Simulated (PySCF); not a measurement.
# Excited-state calculation of Si2H3SF

System: Si2H3SF.
Method: TDDFT CAM-B3LYP/def2-SVPD, vertical, gas phase, core orbitals frozen in the response (PySCF 2.14.0).

The geometry comes from this level: PBE0-D3(BJ)/def2-SVP.

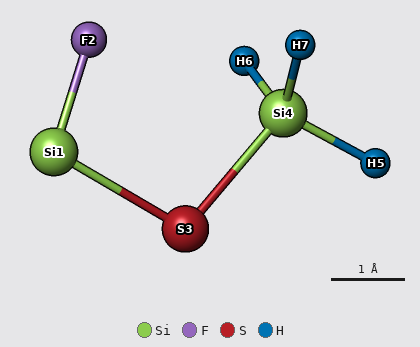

The input geometry (ball-and-stick view, seen at a tilt; atoms are numbered from 1 in the order of the input). Bond lengths as drawn: F–Si 1.65 Å, H–Si 1.49 Å and S–Si 2.16 to 2.17 Å.

**Summary**

| quantity | value |
| --- | --- |
| outcome | converged |
| total energy | −1078.521194 hartree |
| HOMO | −8.77 eV |
| LUMO | −1.30 eV |
| dipole moment | 0.24 D |
| mean polarisability | 78.87 a.u. |
| vertical ionisation energy | 9.67 eV |
| vertical electron affinity | 0.57 eV |
| lowest singlet excitation | 4.03 eV |
| hardware | 1 CPU thread, shared host |
| wall time | 54 s |
| peak memory | 0.58 GiB |

**Input file**
```
{"job": {"kind": "uv", "xc": "CAM-B3LYP", "basis": "def2-SVPD", "nstates": 6, "ntriplets": 2, "ip": true}, "charge": 0, "multiplicity": 1}
Si     1.824381    -0.185151    -1.648407
F      1.093039    -1.520141    -1.012764
S      0.727900     1.363506    -0.626271
Si    -0.662478     0.237563     0.603640
H     -1.459150     1.270479     1.323497
H     -1.562652    -0.590037    -0.244993
H      0.069900    -0.611189     1.582453
```

The first line tells a small driver script what to run in PySCF; the rest is the geometry in Å.

Command:
```bash
OMP_NUM_THREADS=1 python <driver script> task.json out
```

**What the program printed**
```
coarse grid: 7824 points
cycle   1  E = -1078.3312201299  dE =  1.283e-02  |g| = 5.596e-01  |ddm| = 2.778e+00
cycle   2  E = -1078.2955243633  dE =  3.570e-02  |g| = 7.892e-01  |ddm| = 1.246e+00
cycle   3  E = -1078.4016134741  dE = -1.061e-01  |g| = 6.748e-02  |ddm| = 5.810e-01
cycle   4  E = -1078.4027446582  dE = -1.131e-03  |g| = 2.552e-02  |ddm| = 1.333e-01
cycle   5  E = -1078.4029524347  dE = -2.078e-04  |g| = 5.123e-03  |ddm| = 4.778e-02
cycle   6  E = -1078.4029625890  dE = -1.015e-05  |g| = 1.340e-03  |ddm| = 1.168e-02
cycle   7  E = -1078.4029634530  dE = -8.640e-07  |g| = 3.444e-04  |ddm| = 3.608e-03
final grid: 63320 points
cycle   8  E = -1078.5211935986  dE = -3.771e-06  |g| = 7.119e-04  |ddm| = 1.410e-02
cycle   9  E = -1078.5211936276  dE = -2.903e-08  |g| = 7.578e-04  |ddm| = 1.634e-03
cycle  10  E = -1078.5211937204  dE = -9.282e-08  |g| = 1.376e-04  |ddm| = 5.570e-04
cycle  11  E = -1078.5211937246  dE = -4.229e-09  |g| = 2.955e-05  |ddm| = 1.992e-04
cycle  12  E = -1078.5211937250  dE = -3.736e-10  |g| = 1.082e-05  |ddm| = 6.634e-05
```

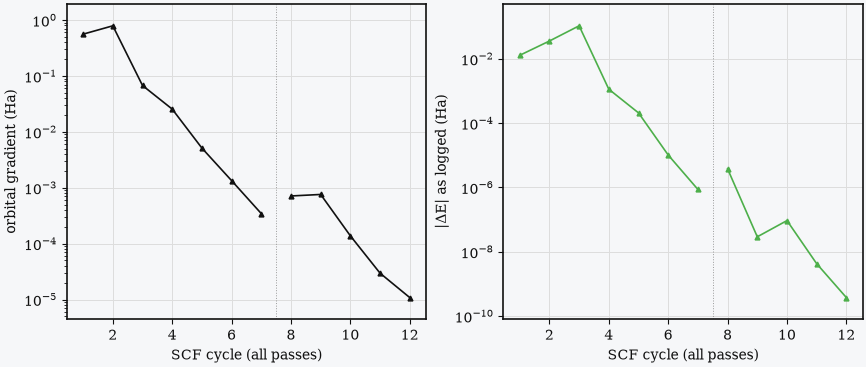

Convergence of the self-consistent field: orbital gradient and size of the energy change against the SCF cycle. The dotted line marks the change from a coarse to the final integration grid. The first 7 cycles use a coarse grid, the final grid takes over at cycle 8, and the field converges after 12 cycles in all.

```
converged SCF energy = -1078.5211937250

Static polarisability (au): isotropic 78.866, principal 63.973 72.440 100.183

Singlet excitations
state   eV       nm        f      main configurations
  1   4.0329    307.4   0.03353   H->L 0.98
  2   5.0714    244.5   0.05548   H-1->L 0.94
  3   5.9071    209.9   0.00737   H-2->L 0.95
  4   5.9288    209.1   0.07147   H->L+1 0.90
  5   6.2458    198.5   0.00427   H-1->L+1 0.93
  6   7.0241    176.5   0.12680   H->L+2 0.78, H->L+3 0.09

Triplet excitations (Tamm-Dancoff, eV): 2.5854 4.0820
Vertical ionisation energy (delta-SCF) = 9.6687 eV
Vertical electron affinity (delta-SCF) = 0.5711 eV
```

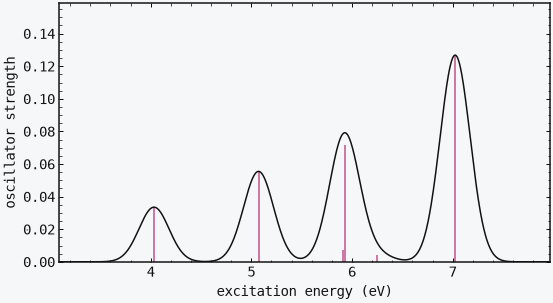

Computed excitations as sticks (degenerate states added up, dark ones marked on the axis), with a Gaussian envelope of 0.35 eV full width at half maximum, scaled to the tallest. Of the 6 states the lowest lies at 4.03 eV (f = 0.034); the strongest line is at 7.02 eV, or 177 nm (f = 0.127).

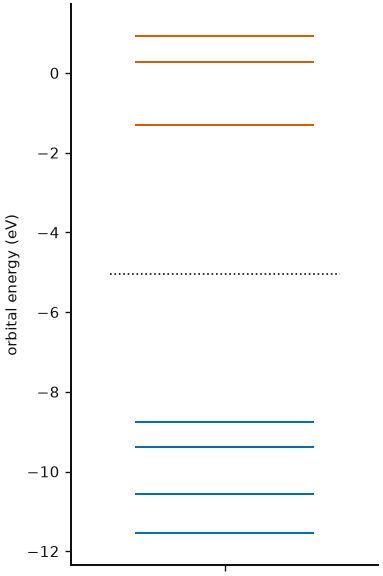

Orbital energies near the frontier; the dotted line parts filled from empty levels, and levels within 0.02 eV of each other stand side by side. Highest filled −8.77 eV, lowest empty −1.30 eV, 7.47 eV apart.
